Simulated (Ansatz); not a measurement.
**GeH$_{4}$···HCl: density, localisation and related maps**

```tsv
atom	x (Å)	y (Å)	z (Å)
Ge	-0.7438	0.6780	0.1956
H	-0.0400	-0.4602	0.9613
H	-1.4103	0.0938	-1.0542
H	-1.7968	1.2992	1.1202
H	0.3013	1.7258	-0.2012
H	1.4320	-1.4697	-0.0620
Cl	2.2576	-1.8668	-0.9597
```

The reactant side of a reaction path; geometry: PBE0-D4/def2-TZVP.

The calculation used RKS PBE0-D4/def2-TZVPP in Ansatz 0.2.0.

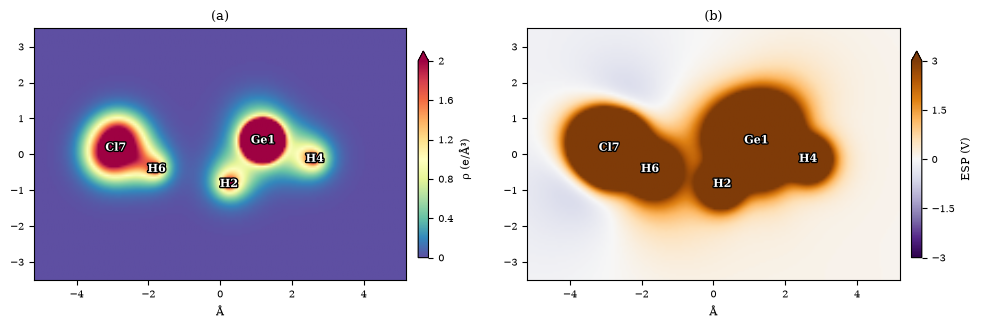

Figure 1. (a) total electron density; (b) electrostatic potential on the plane of atoms H2, Ge1 and H4.

Question: What does the map show?

Answer:
- Atoms in the plane: Ge, H and Cl.
- H2···H6 (2.06 Å): the density falls to about 0.07 e/Å³ on the way.
- Cl–H (1.28 Å): ρ at the midpoint is about 2 e/Å³.
- Ge–H (1.54 Å): ρ at the midpoint is about 1 e/Å³.
- Outside the dense part of the complex the potential is most negative (−0.5 V) near Cl7.

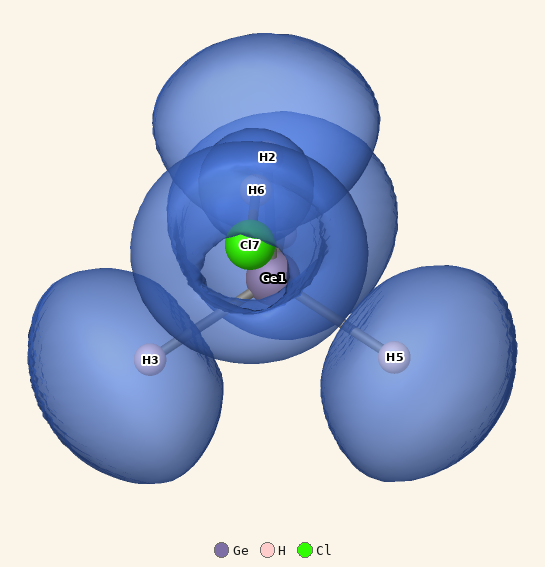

Figure 2. Isosurface of the electron localisation function at 0.85 (blue), seen at an oblique angle. Core shells and regions of very low density are left out.

Question: What do the ELF domains correspond to?

Answer: At this value the surface marks out five regions around hydrogen nuclei and one ring or bowl of non-bonding electrons around Cl.


H2···H6 (2.06 Å): the ELF dips to about 0.05 between them. Cl–H (1.28 Å): the ELF climbs to about 1 towards the hydrogen, as it does in any bond to H.

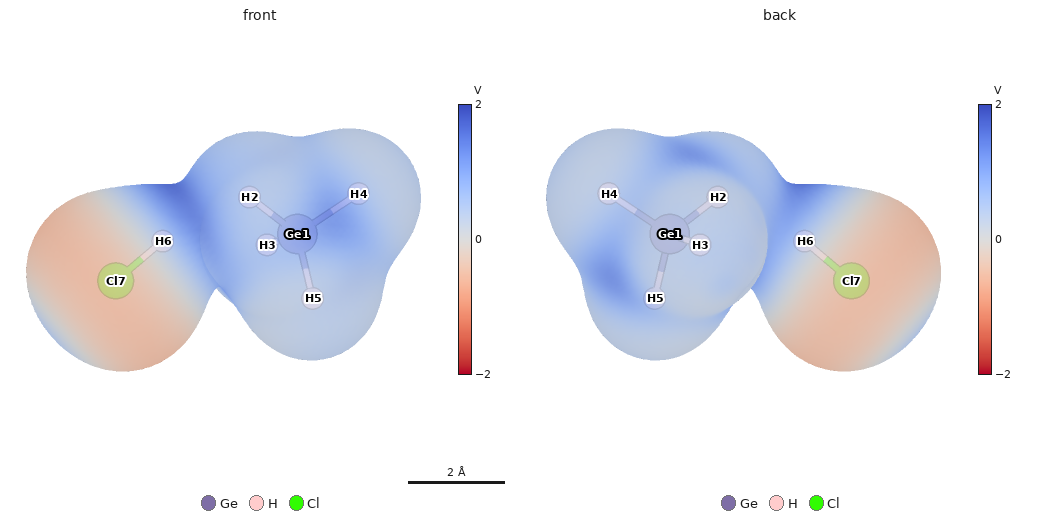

Figure 3. The molecular electrostatic potential painted on the density surface at 0.002 e/bohr³, seen from the front and from behind; red is negative and blue positive.

Question: Where is the surface potential most negative and most positive?

Answer: The most negative region (about −0.5 V) lies over Cl7, the most positive (about +1.6 V) over H6. Cl7 shows a σ-hole: about +0.4 V at the tip opposite its bond, against about −0.5 V on its flanks.
